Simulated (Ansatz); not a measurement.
# Si2HF5: single points with varied inputs

How do the results and run time of Si2HF5 respond when the settings are drawn wide?

The runs use Ansatz 0.2.0, Gaussian basis; the settings change from run to run.

**1. The relaxed structure**

The geometry comes from an earlier relaxation with PBE0-D4 in a triple-zeta def2 set; it is a stationary point, not always the lowest conformer.

8 atoms, charge 0, spin multiplicity 1.

Atoms are counted from 1 here; the program's logs count them from 0.

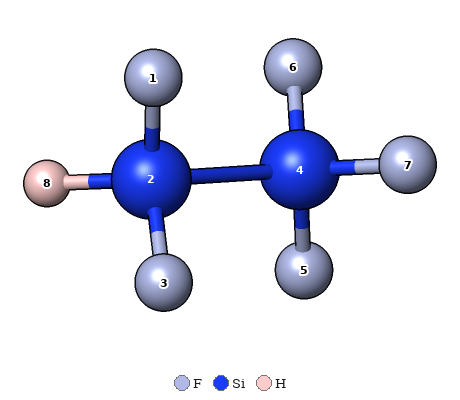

The structure; fluorine light blue, silicon blue, hydrogen pink; atoms are numbered from 1 in the order of the file.

**2. B3LYP/cc-pVTZ-DK**

This run has D3(BJ) dispersion.

Input file in.yaml:

```yaml
crystal:
  periodic: [false, false, false]
  atoms:
    - {symbol: F, position_ang: [1.201878, -0.680952, 1.775009]}
    - {symbol: Si, position_ang: [0.187475, -1.009928, 0.600950]}
    - {symbol: F, position_ang: [0.882303, -2.044051, -0.380601]}
    - {symbol: Si, position_ang: [-0.210225, 0.970450, -0.592200]}
    - {symbol: F, position_ang: [-1.186790, 0.705731, -1.803736]}
    - {symbol: F, position_ang: [-0.886617, 2.054215, 0.334948]}
    - {symbol: F, position_ang: [1.119761, 1.589473, -1.169194]}
    - {symbol: H, position_ang: [-1.015483, -1.642136, 1.179124]}
basis:
  gaussian: {orbitals: cc-pVTZ-DK}
hamiltonian: {xc: {name: B3LYP}, dispersion: d3bj}
```

Launch:

```
> ansatz run in.yaml --threads 4 --pin off --events-out ev --progress --plain --max-ram 10444MiB
```

The log of the run:

```text
Functional definition: B3LYP
  name "B3LYP"
  cite "Stephens, Devlin, Chabalowski & Frisch, J. Phys. Chem. 98, 11623 (1994) doi:10.1021/j100096a001"
  cite "Becke, Phys. Rev. A 38, 3098 (1988) doi:10.1103/PhysRevA.38.3098"
  cite "Lee, Yang & Parr, Phys. Rev. B 37, 785 (1988) doi:10.1103/PhysRevB.37.785"
  cite "Vosko, Wilk & Nusair, Can. J. Phys. 58, 1200 (1980) doi:10.1139/p80-159"
  parameter a0 = 0.2
  parameter ax = 0.72
  parameter ac = 0.81
  exchange = (1 - a0 - ax)*slater_x + ax*b88_x + a0*exact_x
  correlation = (1 - ac)*vwn_rpa_c + ac*lyp_c
1360 factors; their error is unknown
mean field evaluation 1: about -29410.1479 eV, gradient 7.2e1 eV
mean field evaluation 2: about -29397.7325 eV, gradient 1.2e2 eV
mean field evaluation 4: about -29416.6584 eV, gradient 2.4e0 eV
mean field evaluation 8: about -29416.6915 eV, gradient 5.7e-2 eV
mean field -29416.69146415 eV, -1081.0434719578 hartree, gradient 1.5e-5 eV, S^2 0.000000; 0 other end points of the search recorded, 0 dependent functions left out
reference -29416.69170872 eV, -1081.0434809456 hartree; 37, 37 occupied and 195, 195 virtual orbitals, 1360 factors
Total energy: -29416.98987170 eV, -1081.0544382329 hartree
Relativity: scalar
```

Run time: 1.1 s. Hardware: 4 threads of AMD EPYC 9R45, shared host; peak memory 0.49 GiB.

**3. RPA/cc-pVDZ**

Options: charge +1, multiplicity 2.

in.yaml: that of step 2 with these lines changed.

```diff
@@ -12,3 +12,6 @@
 basis:
-  gaussian: {orbitals: cc-pVTZ-DK}
-hamiltonian: {xc: {name: B3LYP}, dispersion: d3bj}
+  gaussian: {orbitals: cc-pVDZ}
+total_charge: 1
+magnetization: {spin_polarized: true, initial_magnetization: 1}
+hamiltonian: {xc: {name: PBE0}}
+correlation: {method: rpa}
```

Same command.

The log of the run, cut to the lines that bear on the results:

```text
Functional definition: PBE0
  name "PBE0"
  cite "Adamo & Barone, J. Chem. Phys. 110, 6158 (1999) doi:10.1063/1.478522"
  cite "Perdew, Burke & Ernzerhof, Phys. Rev. Lett. 77, 3865 (1996) doi:10.1103/PhysRevLett.77.3865"
  parent pbe
[...]
1057 factors; integrals over basis functions are off by at most 8.3e-4 eV
[...]
mean field -29332.25819006 eV, -1077.9406063662 hartree, gradient 5.6e-6 eV, S^2 0.755735; 0 other end points of the search recorded, 0 dependent functions left out
15 core orbitals not correlated: weight in the atoms' cores, before any rotation towards them, 1.000 or more for the frozen orbitals, at most 0.000 for the correlated occupied ones
reference -29264.43304654 eV, -1075.4480783151 hartree; 22, 21 occupied and 74, 75 virtual orbitals, 1057 factors
Total energy: -29305.74631121 eV, -1076.9663127886 hartree
```

Wall time 1.8 s (4 threads of AMD EPYC 9R45, shared host); peak memory 0.56 GiB.

⟨S²⟩ 0.756.

**4. wB97X/def2-TZVPP**

This run has charge +1, multiplicity 2, finite nuclei, the search for lower states set to off.

in.yaml: that of step 3 with these lines changed.

```diff
@@ -12,6 +12,6 @@
 basis:
-  gaussian: {orbitals: cc-pVDZ}
+  gaussian: {orbitals: def2-TZVPP, nuclear_model: gaussian}
 total_charge: 1
 magnetization: {spin_polarized: true, initial_magnetization: 1}
-hamiltonian: {xc: {name: PBE0}}
-correlation: {method: rpa}
+hamiltonian: {xc: {name: wB97X}}
+scf: {lower_state_search: off}
```

Launched as before.

The log of the run, cut to the lines that bear on the results:

```text
Functional definition: wB97X
  name "wB97X"
  cite "Chai & Head-Gordon, J. Chem. Phys. 128, 084106 (2008) doi:10.1063/1.2834918"
  cite "Becke, J. Chem. Phys. 107, 8554 (1997) doi:10.1063/1.475007"
[...]
  # The coefficients of nought are those of the uniform gas.
[...]
      + exact_x_lr(omega)
[...]
      + integral(e_c_pw_opposite_spin*poly(b97_u_opposite, 1, cos1, cos2, cos3, cos4))
[...]
1421 factors; their error is unknown
260 factors; integrals over basis functions are off by at most 7.3e-6 eV
[...]
mean field -29356.58477657 eV, -1078.8345919309 hartree, gradient 9.5e-6 eV, S^2 0.757358; 0 other end points of the search recorded, 0 dependent functions left out
reference -29356.58475071 eV, -1078.8345909809 hartree; 37, 36 occupied and 216, 217 virtual orbitals, 1421 factors
Total energy: -29356.58475071 eV, -1078.8345909809 hartree
Checks for a lower state left out: stability, starts, cluster_reference, orbital_swaps, neighbouring_geometries, increment
```

It took 3.1 s on 4 threads of AMD EPYC 9R45, shared host; peak memory 0.96 GiB.

⟨S²⟩ 0.757.

**5. LC-wPBE/aug-cc-pVTZ**

Options: charge +1, multiplicity 2, a point charge of -1.00 e beside it.

in.yaml: that of step 4 with these lines changed.

```diff
@@ -12,6 +12,5 @@
 basis:
-  gaussian: {orbitals: def2-TZVPP, nuclear_model: gaussian}
+  gaussian: {orbitals: aug-cc-pVTZ, point_charges: [{charge: -1.00, position_ang: [5.134, -0.822, -0.507]}]}
 total_charge: 1
 magnetization: {spin_polarized: true, initial_magnetization: 1}
-hamiltonian: {xc: {name: wB97X}}
-scf: {lower_state_search: off}
+hamiltonian: {xc: {name: LC-wPBE}}
```

Launched as before.

The log of the run, cut to the lines that bear on the results:

```text
Functional definition: LC-wPBE
  name "LC-wPBE"
  cite "Vydrov & Scuseria, J. Chem. Phys. 125, 234109 (2006) doi:10.1063/1.2409292"
  cite "Heyd & Scuseria, J. Chem. Phys. 120, 7274 (2004) doi:10.1063/1.1668634"
  cite "Ernzerhof & Perdew, J. Chem. Phys. 109, 3313 (1998) doi:10.1063/1.476928"
  cite "Perdew, Burke & Ernzerhof, Phys. Rev. Lett. 77, 3865 (1996) doi:10.1103/PhysRevLett.77.3865"
  parent pbe
[...]
1762 factors; their error is unknown
604 factors; integrals over basis functions are off by at most 4.1e-5 eV
[...]
mean field -29349.13159749 eV, -1078.5606926519 hartree, gradient 7.9e-5 eV, S^2 0.760544; 0 other end points of the search recorded, 0 dependent functions left out
reference -29349.13159750 eV, -1078.5606926523 hartree; 37, 36 occupied and 316, 317 virtual orbitals, 1762 factors
Total energy: -29349.13159750 eV, -1078.5606926523 hartree
```

Wall time 4.1 s (4 threads of AMD EPYC 9R45, shared host); peak memory 1.3 GiB.

⟨S²⟩ 0.761.

**6. CAM-B3LYP/def2-TZVP**

This run has atoms shaken by 0.08 Å, a grid of angular degree 23, a point charge of 0.50 e beside it, high accuracy.

Input file in.yaml:

```yaml
crystal:
  periodic: [false, false, false]
  atoms:
    - {symbol: F, position_ang: [1.264094, -0.719242, 1.624603]}
    - {symbol: Si, position_ang: [0.237723, -1.038286, 0.575421]}
    - {symbol: F, position_ang: [0.850809, -2.071158, -0.385207]}
    - {symbol: Si, position_ang: [-0.275602, 0.934008, -0.692903]}
    - {symbol: F, position_ang: [-1.269282, 0.677389, -1.821047]}
    - {symbol: F, position_ang: [-0.981673, 2.018824, 0.299947]}
    - {symbol: F, position_ang: [1.219519, 1.470462, -1.092849]}
    - {symbol: H, position_ang: [-0.988974, -1.687715, 1.193826]}
basis:
  gaussian: {orbitals: def2-TZVP, final_grid: {core_spheres: 8, valence_spheres: 7, degree: 23}, point_charges: [{charge: 0.50, position_ang: [5.309, -0.308, -0.080]}]}
hamiltonian: {xc: {name: CAM-B3LYP}}
accuracy: high
```

Launched as before.

The log of the run, cut to the lines that bear on the results:

```text
Functional definition: CAM-B3LYP
  name "CAM-B3LYP"
  cite "Yanai, Tew & Handy, Chem. Phys. Lett. 393, 51 (2004) doi:10.1016/j.cplett.2004.06.011"
  cite "Iikura, Tsuneda, Yanai & Hirao, J. Chem. Phys. 115, 3540 (2001) doi:10.1063/1.1383587"
  cite "Becke, Phys. Rev. A 38, 3098 (1988) doi:10.1103/PhysRevA.38.3098"
  cite "Lee, Yang & Parr, Phys. Rev. B 37, 785 (1988) doi:10.1103/PhysRevB.37.785"
  cite "Vosko, Wilk & Nusair, Can. J. Phys. 58, 1200 (1980) doi:10.1139/p80-159"
[...]
  # Exact exchange under (alpha + beta erf(omega r))/r, Becke's under what is left of 1/r.
[...]
3948 factors; integrals over basis functions are off by at most 5.1e-8 eV
552 factors; integrals over basis functions are off by at most 2.0e-9 eV
[...]
mean field -29368.95079684 eV, -1079.2890347941 hartree, gradient 7.7e-8 eV, S^2 0.000000; 0 other end points of the search recorded, 0 dependent functions left out
reference -29368.95081808 eV, -1079.2890355747 hartree; 37, 37 occupied and 198, 198 virtual orbitals, 3948 factors
Total energy: -29368.95081808 eV, -1079.2890355747 hartree
```

It took 3.7 s on 4 threads of AMD EPYC 9R45, shared host; peak memory 1.7 GiB.

**7. r2SCAN50/cc-pVDZ**

Set apart from the defaults: a point charge of 2.00 e beside it, D4 dispersion, high accuracy, the search for lower states set to light.

Input file in.yaml:

```yaml
crystal:
  periodic: [false, false, false]
  atoms:
    - {symbol: F, position_ang: [1.201878, -0.680952, 1.775009]}
    - {symbol: Si, position_ang: [0.187475, -1.009928, 0.600950]}
    - {symbol: F, position_ang: [0.882303, -2.044051, -0.380601]}
    - {symbol: Si, position_ang: [-0.210225, 0.970450, -0.592200]}
    - {symbol: F, position_ang: [-1.186790, 0.705731, -1.803736]}
    - {symbol: F, position_ang: [-0.886617, 2.054215, 0.334948]}
    - {symbol: F, position_ang: [1.119761, 1.589473, -1.169194]}
    - {symbol: H, position_ang: [-1.015483, -1.642136, 1.179124]}
basis:
  gaussian: {orbitals: cc-pVDZ, point_charges: [{charge: 2.00, position_ang: [5.991, -0.430, 0.217]}]}
hamiltonian: {xc: {name: r2SCAN50}, dispersion: d4}
accuracy: high
scf: {lower_state_search: light}
output: {forces: true}
```

Same command.

The log of the run, cut to the lines that bear on the results:

```text
Functional definition: r2SCAN50
  name "r2SCAN50"
  cite "Bursch, Neugebauer, Ehlert & Grimme, J. Chem. Phys. 156, 134105 (2022) doi:10.1063/5.0086040"
  cite "Furness, Kaplan, Ning, Perdew & Sun, J. Phys. Chem. Lett. 11, 8208 (2020) doi:10.1021/acs.jpclett.0c02405"
  cite "Furness, Kaplan, Ning, Perdew & Sun, J. Phys. Chem. Lett. 11, 9248 (2020) doi:10.1021/acs.jpclett.0c03077"
  parent r2scan
[...]
2395 factors; integrals over basis functions are off by at most 3.1e-9 eV
[...]
mean field -29353.18464981 eV, -1078.7096395774 hartree, gradient 5.0e-8 eV, S^2 0.000000; 0 other end points of the search recorded, 0 dependent functions left out
[...]
reference -29353.18465032 eV, -1078.7096395960 hartree; 37, 37 occupied and 74, 74 virtual orbitals, 2395 factors
Total energy: -29353.25018945 eV, -1078.7120481147 hartree
Atom 0 at     1.201878    -0.680952     1.775009 Å, force     1.524992     0.307702     1.041695 eV/Å
Atom 1 at     0.187475    -1.009928     0.600950 Å, force    -2.824140     0.702283    -0.273318 eV/Å
Atom 2 at     0.882303    -2.044051    -0.380601 Å, force     1.098612    -0.867158    -0.855904 eV/Å
Atom 3 at    -0.210225     0.970450    -0.592200 Å, force    -0.778920    -1.091429     0.682795 eV/Å
Atom 4 at    -1.186790     0.705731    -1.803736 Å, force    -0.480112    -0.309506    -0.763627 eV/Å
Atom 5 at    -0.886617     2.054215     0.334948 Å, force    -0.272484     0.650753     0.722968 eV/Å
Atom 6 at     1.119761     1.589473    -1.169194 Å, force     1.638206     0.507204    -0.495285 eV/Å
Atom 7 at    -1.015483    -1.642136     1.179124 Å, force     0.172274     0.093597    -0.062943 eV/Å
Dipole moment:    -0.491717    -0.181924     0.150613 e Å
```

Run time: 3.5 s. Hardware: 4 threads of AMD EPYC 9R45, shared host; peak memory 0.62 GiB.

Largest force 2.923 eV/Å, dipole 2.62 D.

**8. B3LYP/6-31G***

Set apart from the defaults: atoms shaken by 0.08 Å, density fitting with cc-pVTZ-jkfit, a grid of angular degree 47, D4 dispersion, relativity set to scalar, the search for lower states set to light.

Input file in.yaml:

```yaml
crystal:
  periodic: [false, false, false]
  atoms:
    - {symbol: F, position_ang: [1.004147, -0.824047, 1.818249]}
    - {symbol: Si, position_ang: [0.047505, -0.932760, 0.540085]}
    - {symbol: F, position_ang: [0.888258, -1.895144, -0.298693]}
    - {symbol: Si, position_ang: [-0.196945, 0.988917, -0.694914]}
    - {symbol: F, position_ang: [-1.082092, 0.703151, -1.886477]}
    - {symbol: F, position_ang: [-0.869671, 2.242967, 0.186422]}
    - {symbol: F, position_ang: [1.032329, 1.691059, -1.256859]}
    - {symbol: H, position_ang: [-1.008108, -1.730516, 1.191246]}
basis:
  gaussian: {orbitals: "6-31G*", fitting: {mean_field: cc-pVTZ-jkfit}, final_grid: {core_spheres: 20, valence_spheres: 16, degree: 47}}
hamiltonian: {xc: {name: B3LYP}, dispersion: d4, pseudopotentials: {relativity: scalar}}
scf: {lower_state_search: light}
```

The command is unchanged.

The log of the run, cut to the lines that bear on the results:

```text
Functional definition: B3LYP
  name "B3LYP"
  cite "Stephens, Devlin, Chabalowski & Frisch, J. Phys. Chem. 98, 11623 (1994) doi:10.1021/j100096a001"
  cite "Becke, Phys. Rev. A 38, 3098 (1988) doi:10.1103/PhysRevA.38.3098"
  cite "Lee, Yang & Parr, Phys. Rev. B 37, 785 (1988) doi:10.1103/PhysRevB.37.785"
  cite "Vosko, Wilk & Nusair, Can. J. Phys. 58, 1200 (1980) doi:10.1139/p80-159"
[...]
667 factors; integrals over basis functions are off by at most 1.2e-1 eV
[...]
mean field -29403.47180864 eV, -1080.5576585786 hartree, gradient 6.8e-5 eV, S^2 0.000000; 0 other end points of the search recorded, 0 dependent functions left out
reference -29403.47206472 eV, -1080.5576679893 hartree; 37, 37 occupied and 78, 78 virtual orbitals, 667 factors
Total energy: -29403.80081127 eV, -1080.5697492021 hartree
Relativity: scalar
```

Run time: 0.6 s. Hardware: 4 threads of AMD EPYC 9R45, shared host; peak memory 0.25 GiB.

**9. r2SCANh/STO-3G**

Set apart from the defaults: the search for lower states set to off.

Input file in.yaml:

```yaml
crystal:
  periodic: [false, false, false]
  atoms:
    - {symbol: F, position_ang: [1.201878, -0.680952, 1.775009]}
    - {symbol: Si, position_ang: [0.187475, -1.009928, 0.600950]}
    - {symbol: F, position_ang: [0.882303, -2.044051, -0.380601]}
    - {symbol: Si, position_ang: [-0.210225, 0.970450, -0.592200]}
    - {symbol: F, position_ang: [-1.186790, 0.705731, -1.803736]}
    - {symbol: F, position_ang: [-0.886617, 2.054215, 0.334948]}
    - {symbol: F, position_ang: [1.119761, 1.589473, -1.169194]}
    - {symbol: H, position_ang: [-1.015483, -1.642136, 1.179124]}
basis:
  gaussian: {orbitals: STO-3G}
hamiltonian: {xc: {name: r2SCANh}}
scf: {lower_state_search: off}
```

Same command.

The log of the run, cut to the lines that bear on the results:

```text
Functional definition: r2SCANh
  name "r2SCANh"
  cite "Bursch, Neugebauer, Ehlert & Grimme, J. Chem. Phys. 156, 134105 (2022) doi:10.1063/5.0086040"
  cite "Furness, Kaplan, Ning, Perdew & Sun, J. Phys. Chem. Lett. 11, 8208 (2020) doi:10.1021/acs.jpclett.0c02405"
  cite "Furness, Kaplan, Ning, Perdew & Sun, J. Phys. Chem. Lett. 11, 9248 (2020) doi:10.1021/acs.jpclett.0c03077"
  parent r2scan
[...]
562 factors; integrals over basis functions are off by at most 3.0e-5 eV
[...]
mean field -28973.59543938 eV, -1064.7599933887 hartree, gradient 1.4e-6 eV, S^2 0.000000; 0 other end points of the search recorded, 0 dependent functions left out
reference -28973.59544301 eV, -1064.7599935221 hartree; 37, 37 occupied and 7, 7 virtual orbitals, 562 factors
Total energy: -28973.59544301 eV, -1064.7599935221 hartree
Checks for a lower state left out: stability, starts, cluster_reference, orbital_swaps, neighbouring_geometries, increment
```

It took 0.3 s on 4 threads of AMD EPYC 9R45, shared host.

**10. SVWN5/def2-TZVPD**

Set apart from the defaults: charge -1, multiplicity 2, density fitting with def2-universal-jkfit.

in.yaml: that of step 9 with these lines changed.

```diff
@@ -12,4 +12,6 @@
 basis:
-  gaussian: {orbitals: STO-3G}
-hamiltonian: {xc: {name: r2SCANh}}
-scf: {lower_state_search: off}
+  gaussian: {orbitals: def2-TZVPD, fitting: {mean_field: def2-universal-jkfit}}
+total_charge: -1
+magnetization: {spin_polarized: true, initial_magnetization: 1}
+hamiltonian: {xc: {name: SVWN5}}
+output: {forces: true}
```

The command is unchanged.

The log of the run, cut to the lines that bear on the results:

```text
Functional definition: SVWN5
  name "SVWN5"
  cite "Dirac, Proc. Camb. Phil. Soc. 26, 376 (1930) doi:10.1017/S0305004100016108"
  cite "Slater, Phys. Rev. 81, 385 (1951) doi:10.1103/PhysRev.81.385"
  cite "Vosko, Wilk & Nusair, Can. J. Phys. 58, 1200 (1980) doi:10.1139/p80-159"
[...]
659 factors; integrals over basis functions are off by at most 1.6e0 eV
[...]
mean field -29223.49622147 eV, -1073.9436777420 hartree, gradient 5.3e-6 eV, S^2 0.750528; 7 other end points of the search recorded, 0 dependent functions left out
[...]
reference -29223.49627086 eV, -1073.9436795570 hartree; 38, 37 occupied and 257, 258 virtual orbitals, 659 factors
Total energy: -29223.49627086 eV, -1073.9436795570 hartree
Atom 0 at     1.201878    -0.680952     1.775009 Å, force     0.311140     0.212323     0.842060 eV/Å
Atom 1 at     0.187475    -1.009928     0.600950 Å, force    -0.745382     1.364321    -0.753901 eV/Å
Atom 2 at     0.882303    -2.044051    -0.380601 Å, force     0.098598    -0.692271    -0.599022 eV/Å
Atom 3 at    -0.210225     0.970450    -0.592200 Å, force     0.677440    -2.912566     1.745164 eV/Å
Atom 4 at    -1.186790     0.705731    -1.803736 Å, force    -0.395180     0.329729    -0.905466 eV/Å
Atom 5 at    -0.886617     2.054215     0.334948 Å, force    -0.250204     0.993442     0.158587 eV/Å
Atom 6 at     1.119761     1.589473    -1.169194 Å, force     0.389061     1.141924    -0.779921 eV/Å
Atom 7 at    -1.015483    -1.642136     1.179124 Å, force    -0.085473    -0.436903     0.292500 eV/Å
Dipole moment:    -0.456780     0.658081    -0.358385 e Å
```

It took 3.4 s on 4 threads of AMD EPYC 9R45, shared host; peak memory 0.68 GiB.

Largest force 3.462 eV/Å, ⟨S²⟩ 0.751.

**11. The runs in one table**

| level | charge | multiplicity | geometry | functions | energy (eV) | time |
| --- | --- | --- | --- | --- | --- | --- |
| B3LYP/cc-pVTZ-DK | 0 | 1 | relaxed | 232 | -29416.990 | 1.1 s |
| RPA/cc-pVDZ | 1 | 2 | relaxed | 111 | -29305.746 | 1.8 s |
| wB97X/def2-TZVPP | 1 | 2 | relaxed | 253 | -29356.585 | 3.1 s |
| LC-wPBE/aug-cc-pVTZ | 1 | 2 | relaxed, point charge | 353 | -29349.132 | 4.1 s |
| CAM-B3LYP/def2-TZVP | 0 | 1 | shaken, point charge | 235 | -29368.951 | 3.7 s |
| r2SCAN50/cc-pVDZ | 0 | 1 | relaxed, point charge | 111 | -29353.250 | 3.5 s |
| B3LYP/6-31G* | 0 | 1 | shaken | 115 | -29403.801 | 0.6 s |
| r2SCANh/STO-3G | 0 | 1 | relaxed | 44 | -28973.595 | 0.3 s |
| SVWN5/def2-TZVPD | -1 | 2 | relaxed | 295 | -29223.496 | 3.4 s |

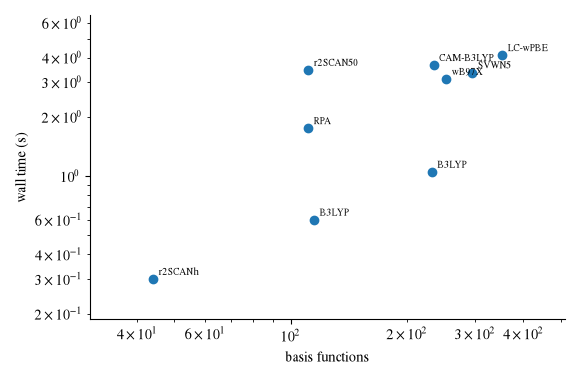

Wall time against the number of basis functions (shared host).

**12. Outcome**

```
                                         quantity                       value
                                             runs                           9
                                         quickest       r2SCANh/STO-3G, 0.3 s
                                          slowest  LC-wPBE/aug-cc-pVTZ, 4.1 s
spread of total energies, same state and geometry                    443.4 eV
```

In words: Run time spans a factor of 14, from r2SCANh/STO-3G to LC-wPBE/aug-cc-pVTZ. The jobs differ in tasks and options as well as level. Total energies at one charge and spin differ by 443 eV between levels, so only differences within one level mean anything. Some of these runs are scalar-relativistic and others not, which shifts the totals of all-electron atoms past neon by several eV an atom and more; core potentials, where a basis has them, take the core out of the total altogether.
